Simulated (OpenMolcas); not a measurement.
# Nb⁴⁺ among point charges: CASSCF and CASPT2 levels and susceptibility

How does a field of 6 point charges split the states of Nb⁴⁺, and what χT follows?

Method: state-averaged CASSCF and CASPT2, spin-orbit coupling by RASSI with atomic mean-field integrals. Code: OpenMolcas 26.06.

## 1. The atom as given

```
Species                           : Nb⁴⁺ (niobium, Z = 41, 37 electrons)
Basis                             : ANO-RCC-VDZP [6s5p3d1f], 43 functions
Scalar Hamiltonian                : DKH2, point nucleus
Inactive shells                   : 1s 2s 2p 3s 3p 3d 4s 4p
Active space                      : 1 electron in 5 orbitals (4d)
Some configurations of this space : 4d
Orbitals                          : optimised for each spin and parity, averaged over all roots
```

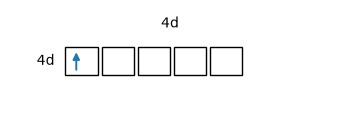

Occupation of the outer shells (arrows by Hund's rule).

The ion sits among 6 point charges of -1.7 e arranged as a tetragonal octahedron (D4h), 2.14 Å from the ion, with the axial distance 2.568 Å.

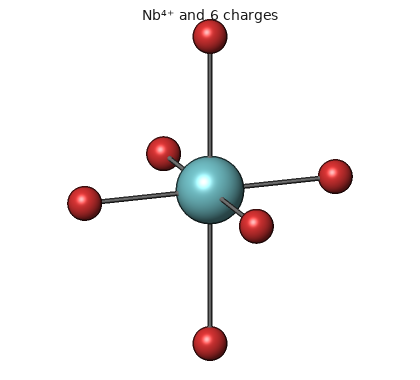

The ion and the point charges (red).

The work runs as a chain of OpenMolcas steps in one folder; each step below is one input file. Labels, J, g values, rates, χT and fits are worked out afterwards by a script from the matrices that RASSI stores. The input lists half of the charges; inversion (Group=XYZ) makes the rest.

## 2. One- and two-electron integrals

The input, a.inp:

```
&GATEWAY
Coord
1

Nb 0.0 0.0 0.0
Basis=ANO-RCC-VDZP
Group=XYZ
NoMove
AngMom=0.0 0.0 0.0
AMFI
XField
3 Angstrom 0
2.140000 0.000000 0.000000 -1.700000
0.000000 2.140000 0.000000 -1.700000
0.000000 0.000000 2.568000 -1.700000
&SEWARD
```

Launch:

```
$ OMP_NUM_THREADS=1 MOLCAS_MEM=1689 MOLCAS_PROJECT=a pymolcas a.inp > a.log
```

Output:

```text
Basis set label: NB.ANO-RCC...6S5P3D1F.

      Electronic valence basis set:
      ------------------
      Associated Effective Charge  41.000000 au
      Associated Actual Charge     41.000000 au
      Nuclear Model: Point charge

      Shell  nPrim  nBasis  Cartesian Spherical Contaminant
         s      21       6        X
         p      18       5        X
         d      13       3                 X
         f       6       1                 X
                  Relativistic Douglas-Kroll-Hess integrals:
                    - DKH order of Hamiltonian: 2
                    - DKH order of Properties : 0
                  Atomic mean-field integrals
```

## 3. Reference wave functions, doublets of even parity, 5 roots

The input, a.inp:

```
&RASSCF
FileOrb=start.orb
Symmetry=1
Spin=2
nActEl=1 0 0
Inactive=9 9
Ras2=5 0
CIRoot=5 5 1
SDav=5
CIMx=300
Iter=120 100
PrWF=0.3
OrbListing=Nothing
MaxOrb=0
>>> COPY $Project.JobIph JOB001
```

Launch:

```
$ OMP_NUM_THREADS=1 MOLCAS_MEM=1689 MOLCAS_PROJECT=a pymolcas a.inp > a.log
```

start.orb holds the contracted functions of the basis, ordered by shell, or the orbitals of the step before.

Output:

```text
Wave function specifications:
      -----------------------------

      Number of closed shell electrons          36
      Number of electrons in active shells       1
      Max number of holes in RAS1 space          0
      Max nr of electrons in RAS3 space          0
      Number of inactive orbitals               18
      Number of active orbitals                  5
      Number of secondary orbitals              20
      Spin quantum number                      0.5
      State symmetry                             1
Orbital specifications:
      -----------------------

      Symmetry species                           1   2
                                                ag  au
      Frozen orbitals                            0   0
      Inactive orbitals                          9   9
      Active orbitals                            5   0
      RAS1 orbitals                              0   0
      RAS2 orbitals                              5   0
      RAS3 orbitals                              0   0
      Secondary orbitals                         7  13
      Deleted orbitals                           0   0
      Number of basis functions                 21  22
      Number of CSFs                             5
      Number of root(s) required                 5
      Iter CI   SX   CI       RASSCF       Energy    max ROT     max BLB   max BLB  Level Ln srch  Step   QN
          iter iter root      energy       change     param      element    value   shift minimum  type update
 Nr of preliminary CI iterations:   1
      Total energies have been shifted. Add                -3000.00 au
        1   1    6    0  -823.23824807    0.00E+00   2.55E-01*   7  13 2 -2.91E-01*  0.42   0.00    SX    NO
        2   1    6    0  -823.37883906   -1.41E-01*  6.98E-02    8  11 2  3.29E-02*  0.45   0.00    SX    NO
        3   1    6    0  -823.38488526   -6.05E-03*  1.88E-02    9  15 2  8.21E-03*  0.46   0.00    SX    NO
        4   1    5    0  -823.38530727   -4.22E-04*  5.16E-03    9  15 2  3.24E-03*  0.46   0.00    SX    NO
        5   1    5    0  -823.38534387   -3.66E-05*  2.27E-03    9  15 2  1.05E-03*  0.46   1.44    LS   YES
        6   1    4    0  -823.38534770   -3.83E-06* -8.19E-04    9  12 2 -2.76E-04*  0.47   1.01    QN   YES
        7   1    4    0  -823.38534801   -3.14E-07* -5.58E-04    9  12 2 -7.96E-05   0.46   1.68    LS   YES
        8   1    4    0  -823.38534807   -6.18E-08*  1.23E-04    8  14 1 -7.99E-05   0.46   1.00    QN   YES
        9   1    4    0  -823.38534809   -1.19E-08*  5.66E-05    9  12 2  2.21E-05   0.46   1.40    QN   YES
       10   1    3    0  -823.38534809   -1.20E-09   2.42E-06    8  14 2  2.14E-06   0.46   1.02    QN   YES
      Convergence after 10 iterations
       11   1    3    0  -823.38534809   -9.09E-12   2.42E-06    8  14 2  5.34E-07   0.46   1.02    QN   YES
      Natural orbitals and occupation numbers for root  1
      sym 1:  -0.000000   0.000000   1.000000   0.000000   0.000000
      Natural orbitals and occupation numbers for root  2
      sym 1:  -0.000000   0.000000  -0.000000   1.000000   0.000000
      Natural orbitals and occupation numbers for root  3
      sym 1:  -0.000000   0.000000   1.000000   0.000000   0.000000
::    RASSCF root number  1 Total energy:  -3823.40457215
::    RASSCF root number  2 Total energy:  -3823.40457215
::    RASSCF root number  3 Total energy:  -3823.38741747
::    RASSCF root number  4 Total energy:  -3823.38495989
::    RASSCF root number  5 Total energy:  -3823.34521878
```

## 4. RASSI: spin-orbit coupling between the states

The input, a.inp:

```
&RASSI
NrOfJobIphs=1 5
1 2 3 4 5
IphNames
JOB001
EJob
SpinOrbit
DIPRint=1.0
SOCoupling=1000.0
Subsets=2
Property=9
'ANGMOM' 1 'ANGMOM' 2 'ANGMOM' 3 'MLTPL  1' 1 'MLTPL  1' 2 'MLTPL  1' 3
'AMFI' 1 'AMFI' 2 'AMFI' 3
SOProperty=3
'ANGMOM' 1 'ANGMOM' 2 'ANGMOM' 3
```

Output:

```text
SPIN-FREE ENERGIES:
  (Shifted by EMIN (a.u.) =      -3823.4045721478)

 SF State       Relative EMIN(au)   Rel lowest level(eV)    D:o, cm**(-1)      L_eff

     1             0.0000000000        0.0000000000              0.0000         2.0
     2             0.0000000000        0.0000000000              0.0000         2.0
     3             0.0171546744        0.4668024708           3765.0158         2.0
     4             0.0196122609        0.5336768067           4304.3937         2.0
     5             0.0593533674        1.6150874043          13026.5584         2.0
     Dipole printing threshold changed to   1.00000000E+00
Eigenvalues of complex Hamiltonian:
   -----------------------------------
  (Shifted by EMIN (a.u.) =      -3823.4045721478)

 SO State       Relative EMIN(au)   Rel lowest level(eV)    D:o, cm**(-1)     J-value

     1            -0.0024463266        0.0000000000              0.0000         1.7
     2            -0.0024463266        0.0000000000              0.0000         1.7
     3             0.0011891088        0.0989252370            797.8858         1.8
     4             0.0011891088        0.0989252370            797.8858         1.8
     5             0.0179872179        0.5560250735           4484.6447         2.3
     6             0.0179872179        0.5560250735           4484.6447         2.3
     7             0.0196643550        0.6016622993           4852.7337         1.3
     8             0.0196643550        0.6016622993           4852.7337         1.3
     9             0.0597259476        1.6917937676          13645.2370         1.2
    10             0.0597259476        1.6917937676          13645.2370         1.2
Weights of the five most important spin-orbit-free states for each spin-orbit state.

 SO State  Total energy (au)           Spin-free states, spin, and weights
 -------------------------------------------------------------------------------------------------------
    1        -0.002446       1 0.5  0.4796    2 0.5  0.4796    3 0.5  0.0407    4 0.5  0.0000    5 0.5  0.0000
    2        -0.002446       1 0.5  0.4796    2 0.5  0.4796    3 0.5  0.0407    4 0.5  0.0000    5 0.5  0.0000
    3         0.001189       2 0.5  0.4901    1 0.5  0.4901    4 0.5  0.0175    5 0.5  0.0023    3 0.5  0.0000
    4         0.001189       2 0.5  0.4901    1 0.5  0.4901    4 0.5  0.0175    5 0.5  0.0023    3 0.5  0.0000
    5         0.017987       3 0.5  0.9593    1 0.5  0.0204    2 0.5  0.0204    5 0.5  0.0000    4 0.5  0.0000
    6         0.017987       3 0.5  0.9593    1 0.5  0.0204    2 0.5  0.0204    5 0.5  0.0000    4 0.5  0.0000
    7         0.019664       4 0.5  0.9757    2 0.5  0.0092    1 0.5  0.0092    5 0.5  0.0059    3 0.5  0.0000
    8         0.019664       4 0.5  0.9757    2 0.5  0.0092    1 0.5  0.0092    5 0.5  0.0059    3 0.5  0.0000
    9         0.059726       5 0.5  0.9918    4 0.5  0.0068    2 0.5  0.0007    1 0.5  0.0007    3 0.5  0.0000
   10         0.059726       5 0.5  0.9918    4 0.5  0.0068    2 0.5  0.0007    1 0.5  0.0007    3 0.5  0.0000
 -------------------------------------------------------------------------------------------------------
```

These steps: 1 s of run time, 1 thread of AMD EPYC 9R45 (Zen 5), shared host.

States without spin-orbit coupling:

| state | degeneracy | E (cm-1) | free-ion L (%) |
| --- | --- | --- | --- |
| 2E | 2 | 0 | D (100) |
| 2A1 | 1 | 3765 | D (100) |
| 2B2 | 1 | 4304 | D (100) |
| 2B1 | 1 | 13027 | D (100) |

With spin-orbit coupling:

```csv
E (cm-1),Degeneracy,Label,2S+1,g
0.0,2,E1/2,2,0.08 0.88 0.88
797.9,2,E3/2,2,0.21 0.21 3.93
4485,2,E1/2,2,1.92 2.88 2.88
4853,2,E3/2,2,1.29 2.29 2.29
13645,2,E3/2,2,2.09 2.09 2.65
```

Principal g values are given for doublets only; a zero marks a field direction without first-order Zeeman splitting.

Powder χT (cm³ K/mol): 0.05 at 2 K, 0.05 at 5 K, 0.05 at 10 K, 0.05 at 20 K, 0.06 at 50 K, 0.08 at 100 K, 0.09 at 150 K, 0.11 at 200 K, 0.12 at 250 K, 0.14 at 300 K.

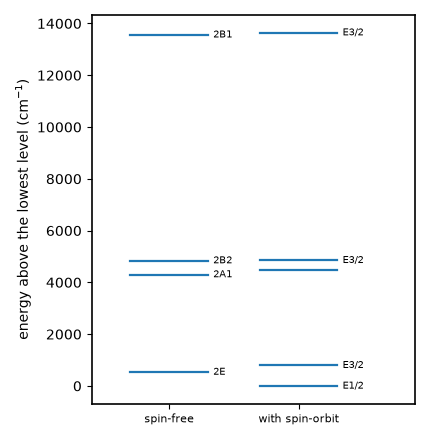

The states in the field without (left) and with (right) spin-orbit coupling.

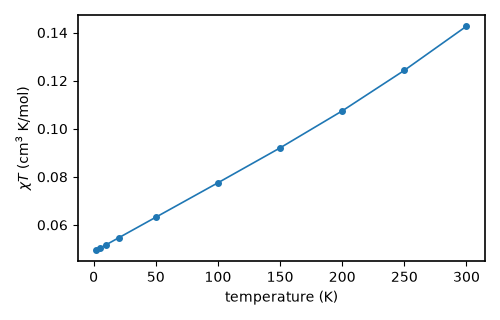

χT against temperature.

## 5. CASPT2: IPEA 0.25, imaginary shift 0.1 (closed shells correlated: 4s 4p)

The input, a.inp:

```
>>> COPY JOB001 $Project.JobIph
&CASPT2
Multistate=5 1 2 3 4 5
NoMult
Frozen=8 6
IPEA=0.25
Imaginary=0.1
MaxIter=60
WThr=0.0 0.3 0.05
PrWF=0.5
NoMix
```

Output:

```text
Orbital specifications:
      -----------------------

      Symmetry species                           1   2
                                                ag  au
      Frozen orbitals                            8   6
      Inactive orbitals                          1   3
      Active orbitals                            5   0
      Secondary orbitals                         7  13
      Deleted orbitals                           0   0
      Number of basis functions                 21  22
Type of calculation                        SS-CASPT2
      Fock operator                              state-specific
      IPEA shift                                 0.25
      Real shift                                 0.00
      Imaginary shift                            0.10
      The input orbitals will be transformed to quasi-canonical
Reference energy:       -3823.4045721478
      E2 (Non-variational):      -0.1505780097
      Shift correction:          -0.0000871073
      E2 (Variational):          -0.1506651170
      Total energy:           -3823.5552372648
      Residual norm:              0.0000001125
      Reference weight:           0.96592
      Contributions to the CASPT2 correlation energy
      Active & Virtual Only:          0.0000000001
      One Inactive Excited:          -0.0323282179
      Two Inactive Excited:          -0.1182497918
Reference energy:       -3823.4045721478
      E2 (Non-variational):      -0.1505780097
      Shift correction:          -0.0000871073
      E2 (Variational):          -0.1506651170
      Total energy:           -3823.5552372648
      Residual norm:              0.0000001125
      Reference weight:           0.96592
      Contributions to the CASPT2 correlation energy
      Active & Virtual Only:          0.0000000001
      One Inactive Excited:          -0.0323282179
      Two Inactive Excited:          -0.1182497918
::    CASPT2 Root  1     Total energy:  -3823.55523726
::    CASPT2 Root  2     Total energy:  -3823.55523726
::    CASPT2 Root  3     Total energy:  -3823.53794512
::    CASPT2 Root  4     Total energy:  -3823.53577522
::    CASPT2 Root  5     Total energy:  -3823.49576295
```

This run took 0.26 s in all on 1 thread of AMD EPYC 9R45 (Zen 5), shared host.

SS-CASPT2: lowest energy less the reference's lowest, -0.1507 hartree; reference weights 0.966.

States without spin-orbit coupling:

| state | degeneracy | E (cm-1) | free-ion L (%) |
| --- | --- | --- | --- |
| 2E | 2 | 0 | D (100) |
| 2A1 | 1 | 3795 | D (100) |
| 2B2 | 1 | 4271 | D (100) |
| 2B1 | 1 | 13053 | D (100) |

With spin-orbit coupling:

```csv
E (cm-1),Degeneracy,Label,2S+1,g
0,2,E1/2,2,0.08 0.88 0.88
800,2,E3/2,2,0.21 0.21 3.93
4510,2,E1/2,2,1.92 2.88 2.88
4820,2,E3/2,2,1.29 2.29 2.29
13670,2,E3/2,2,2.09 2.09 2.64
```

Powder χT (cm³ K/mol): 0.05 at 2 K, 0.05 at 5 K, 0.05 at 10 K, 0.05 at 20 K, 0.06 at 50 K, 0.08 at 100 K, 0.09 at 150 K, 0.11 at 200 K, 0.12 at 250 K, 0.14 at 300 K.

## 6. The methods side by side

A. CASSCF
B. SS-CASPT2, IPEA 0.25, imaginary shift 0.1 (closed shells correlated: 4s 4p)

| method | ground state | first state of that spin (cm-1) | first gap with spin-orbit (cm-1) | χT at 300 K |
| --- | --- | --- | --- | --- |
| A | 2E | 2A1 3765 | 797.9 | 0.14 |
| B | 2E | 2A1 3795 | 796.1 | 0.14 |

## 7. What came out

| quantity | value |
| --- | --- |
| method | SS-CASPT2, IPEA 0.25, imaginary shift 0.1 (closed shells correlated: 4s 4p) |
| spin-free ground state | 2E, 2-fold in its orbital part |
| first state of the same spin within the active space | 2A1 at 3800 cm⁻¹ |
| lowest level | 2-fold E1/2, g = 0.08, 0.88, 0.88 |
| next level | 796.1 cm⁻¹ |
| χT at 300 K | 0.14 cm³ K/mol |
| effective moment at 300 K | 1.07 μB |

Cost by method:

| method | time of its own steps | time with the reference |
| --- | --- | --- |
| A. CASSCF | 1 s | 1 s |
| B. SS-CASPT2, IPEA 0.25, imaginary shift 0.1, +4s 4p | 0.26 s | 1.3 s |

Times are of one thread on a shared host.

**Reading.** The spin-free ground state (2E) comes to 100 % from free-ion D terms and keeps the highest spin of the shell. χT at 300 K is 0.14, against 0.38 cm³ K/mol for the spin alone, so orbital moment lowers it. The field of point charges can differ much from that of real complexes. This is an electrostatic model: the charges have no orbitals.
